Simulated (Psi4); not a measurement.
# BH5S (B(H2S)H3) at FNO-MP4/3-21G (density fitting, occ tolerance 0.0001)

What is the energy difference between two shapes of BH5S (B(H2S)H3) at FNO-MP4/3-21G (density fitting, occ tolerance 0.0001)? 

Program for the calculation: Psi4 1.11.

4 further runs of the same task are left out: 4 set aside as unsound or not needed.

## Step 1: The molecule

The species is BH5S (7 atoms), meant as a singlet with charge 0. SMILES: `[H]B([H])([H])<-S`. Geometry: relaxed at GFN2-xTB.

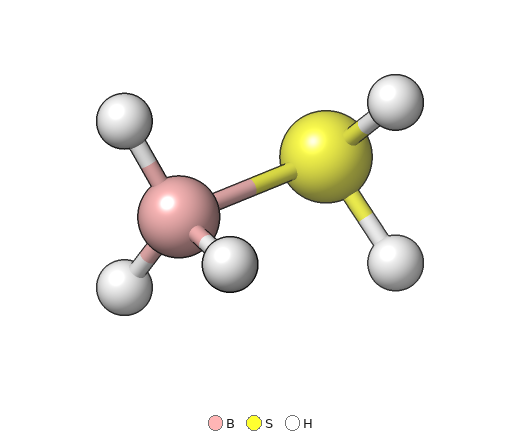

Viewed from a chosen angle; boron pink, sulfur yellow, hydrogen white.

## Step 2: A single-point energy at FNO-MP4/3-21G (density fitting, occ tolerance 0.0001)

Contents of input.inp:

```
memory 1600 mb

molecule {
  B      0.24118575    -0.41052410    -1.54407632
  S      0.25331779    -0.43711255     2.31005791
  H      0.95667385     1.96060975     2.67400026
  H     -2.18155653     0.12791556     2.67367901
  H      2.41920849    -0.41003277    -2.03262721
  H     -0.85604593     1.47317379    -2.04423013
  H     -0.83280230    -2.30404858    -2.03680351
  units bohr
  no_reorient
  no_com
}

set {
  freeze_core   true
  occ_tolerance 0.0001
}

energy("fno-mp4/3-21G")
```

On the command line:

```
$ psi4 input.inp input.out -n 1
```

input.out, shortened:

```text
[...]
  Running in c1 symmetry.
[...]
  Nuclear repulsion =   54.189536810865818
[...]
  Multiplicity = 1
[...]
  Nalpha       = 13
  Nbeta        = 13
[...]
    Number of basis functions: 32
[...]
   @RHF iter   1:  -422.87826593120980   -3.89564e-01   7.60965e-03 DIIS/ADIIS
[...]
   @RHF iter  10:  -422.93761744523505   -5.68434e-13   3.17659e-09 DIIS
[...]
    Orbital Energies [Eh]
    ---------------------
    Doubly Occupied:
       1A    -91.386759     2A     -8.990625     3A     -7.507566
       4A     -6.664293     5A     -6.663111     6A     -6.660706
       7A     -1.078674     8A     -0.706160     9A     -0.647620
      10A     -0.558002    11A     -0.462334    12A     -0.447089
      13A     -0.435244
[...]
  @RHF Final Energy:  -422.93761744523505
   => Energetics <=
    Nuclear Repulsion Energy =             54.1895368108658175
    One-Electron Energy =                -689.8379404286729368
    Two-Electron Energy =                 212.7107861725721136
    Total Energy =                       -422.9376174452350483
[...]
 Multipole Moments:
 ------------------------------------------------------------------------------------
     Multipole            Electronic (a.u.)      Nuclear  (a.u.)        Total (a.u.)
 ------------------------------------------------------------------------------------
 L = 1.  Multiply by 2.5417464519 to convert [e a0] to [Debye]
 Dipole X            :         -5.1236683            4.7644910           -0.3591774
 Dipole Y            :          8.8114344           -8.1988036            0.6126308
 Dipole Z            :        -27.0989907           28.4745634            1.3755726
 Magnitude           :                                                    1.5480714
[...]
      * MP2 total energy:                   -423.067366610136
[...]
      * MP2 total energy:                   -423.067366610136
[...]
      * MP3 total energy:                   -423.090529331420
[...]
```

It took 1.2 s on 1 thread of Intel Xeon 6975P-C (Granite Rapids), shared host; peak memory 0.19 GiB.

## Step 3: The distorted shape, same level

Contents of job.json:

```json
{
  "schema_name": "qcschema_input",
  "schema_version": 1,
  "molecule": {
    "schema_name": "qcschema_molecule",
    "schema_version": 2,
    "symbols": ["B", "S", "H", "H", "H", "H", "H"],
    "geometry": [-0.10072429, -0.36527461, -1.5850059, -0.19901084, -0.65275109, 2.16089049, 0.7089969, 2.10843547, 2.33800507, -2.19497359, 0.62028559, 2.81661789, 2.38656536, -0.03295682, -1.80359619, -1.09319711, 1.26976934, -1.83149421, -0.77408851, -2.22897921, -2.37460528],
    "molecular_charge": 0,
    "molecular_multiplicity": 1,
    "fix_com": true,
    "fix_orientation": true
  },
  "driver": "energy",
  "model": {
    "method": "fno-mp4",
    "basis": "3-21G"
  },
  "keywords": {
    "freeze_core": true,
    "occ_tolerance": 0.0001
  }
}
```

On the command line:

```
$ psi4 --qcschema job.json -n 1 --memory 1600MB
```

stdout, shortened:

```text
[...]
  Running in c1 symmetry.
[...]
  Nuclear repulsion =   54.689088204015583
[...]
  Multiplicity = 1
[...]
  Nalpha       = 13
  Nbeta        = 13
[...]
    Number of basis functions: 32
[...]
   @RHF iter   1:  -422.80493975752574   -3.40829e-01   8.18350e-03 DIIS/ADIIS
[...]
   @RHF iter  11:  -422.87602596725617   -3.97904e-13   2.59937e-09 DIIS
[...]
    Orbital Energies [Eh]
    ---------------------
    Doubly Occupied:
       1A    -91.397391     2A     -8.998414     3A     -7.501430
       4A     -6.671744     5A     -6.670242     6A     -6.668549
       7A     -1.073212     8A     -0.723879     9A     -0.599719
      10A     -0.575655    11A     -0.476204    12A     -0.454383
      13A     -0.415194
[...]
  @RHF Final Energy:  -422.87602596725617
   => Energetics <=
    Nuclear Repulsion Energy =             54.6890882040155830
    One-Electron Energy =                -690.6781970569754776
    Two-Electron Energy =                 213.1130828857037613
    Total Energy =                       -422.8760259672561688
[...]
 Multipole Moments:
 ------------------------------------------------------------------------------------
     Multipole            Electronic (a.u.)      Nuclear  (a.u.)        Total (a.u.)
 ------------------------------------------------------------------------------------
 L = 1.  Multiply by 2.5417464519 to convert [e a0] to [Debye]
 Dipole X            :          4.1255866           -4.6544918           -0.5289053
 Dipole Y            :         11.1150150          -10.5338361            0.5811789
 Dipole Z            :        -24.4803353           25.7941456            1.3138103
 Magnitude           :                                                    1.5308844
[...]
      * MP2 total energy:                   -423.011534916281
[...]
      * MP2 total energy:                   -423.011534916281
[...]
      * MP3 total energy:                   -423.035486283531
[...]
```

The result, in JSON:

```text
{
 "driver": "energy",
 "model": {
  "method": "fno-mp4",
  "basis": "3-21G"
 },
 "success": true,
 "return_result": -423.0441230066453,
 "properties": {
  "calcinfo_nbasis": 32,
  "calcinfo_nmo": 32,
  "calcinfo_nalpha": 13,
  "calcinfo_nbeta": 13,
  "calcinfo_natom": 7,
  "nuclear_repulsion_energy": 54.68908820401558,
  "return_energy": -423.0441230066453,
  "scf_one_electron_energy": -690.6781970569755,
  "scf_two_electron_energy": 213.11308288570376,
  "scf_dipole_moment": [-0.5289052871954443, 0.5811789132477916, 1.3138102791008137],
  "scf_total_energy": -422.87602596725617,
  "scf_iterations": 11,
  "mp2_same_spin_correlation_energy": -0.020371599895757285,
  "mp2_opposite_spin_correlation_energy": -0.11513734912941996,
  "mp2_singles_energy": 0.0,
  "mp2_doubles_energy": -0.13550894902517724,
  "mp2_correlation_energy": -0.13550894902517724,
  "mp2_total_energy": -423.01153491628133
 }
}
```

Wall time 1.2 s (1 thread of Intel Xeon 6975P-C (Granite Rapids), shared host); peak memory 0.19 GiB.

## Step 4: Summary of results

At FNO-MP4/3-21G (density fitting, occ tolerance 0.0001), 6 core orbitals frozen:

| quantity | value |
| --- | --- |
| first shape: total energy | -423.09837 Eh |
| first shape: HOMO energy (Hartree–Fock orbitals) | -11.84 eV |
| first shape: LUMO energy (Hartree–Fock orbitals) | 3.83 eV |
| first shape: HOMO–LUMO gap (Hartree–Fock orbitals) | 15.67 eV |
| first shape: correlation energy (6 core orbitals frozen) | -160.8 mEh |
| distorted shape: total energy | -423.04412 Eh |
| distorted shape: HOMO energy (Hartree–Fock orbitals) | -11.30 eV |
| distorted shape: LUMO energy (Hartree–Fock orbitals) | 2.03 eV |
| distorted shape: HOMO–LUMO gap (Hartree–Fock orbitals) | 13.33 eV |
| distorted shape: correlation energy (6 core orbitals frozen) | -168.1 mEh |
| energy change with the atoms displaced | 1.476 eV |

**Reading.** With the atoms displaced the energy rises by 1.48 eV (142 kJ/mol). The first shape isn't relaxed at this level, so the change isn't measured from a minimum.
